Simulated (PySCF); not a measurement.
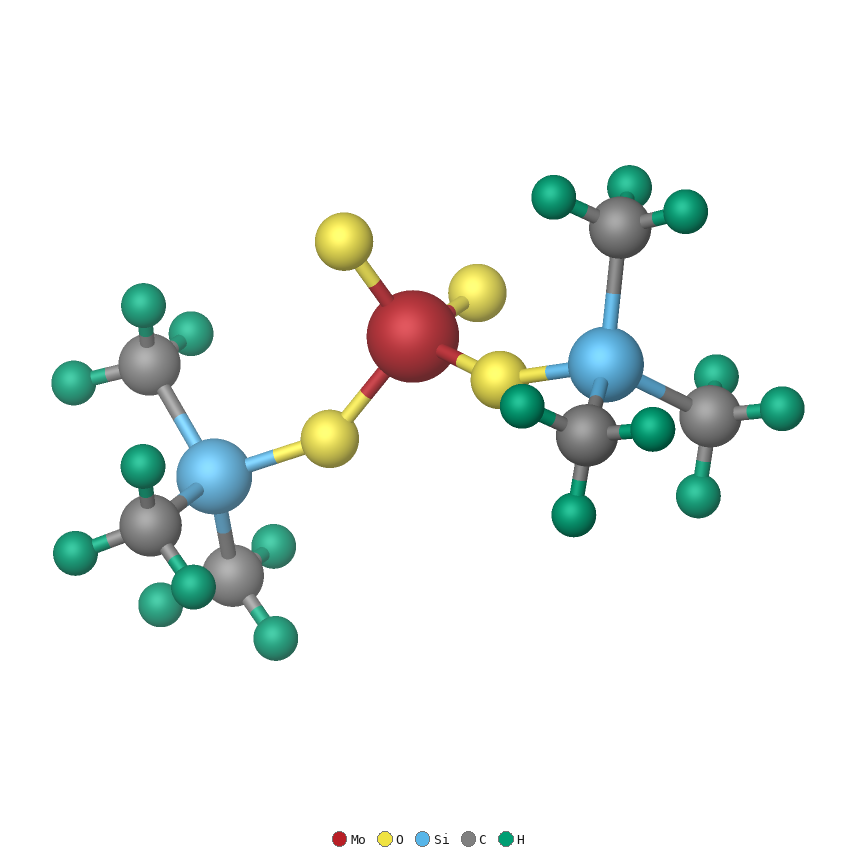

A metal compound. Charge 0, singlet. Computed geometry: PBE0-D3(BJ)/def2-SVP optimisation. No frequency run is at hand to confirm it as a minimum.

> What is the coordination number of the metal, and which atoms bind to it?

Mo binds 4 atoms: 4 O at 1.68–1.84 Å. The arrangement is tetrahedral.

> Give the formal oxidation state and the d-electron count.

Mo(VI), d⁰, counting the ligands as closed-shell ions or neutral donors.
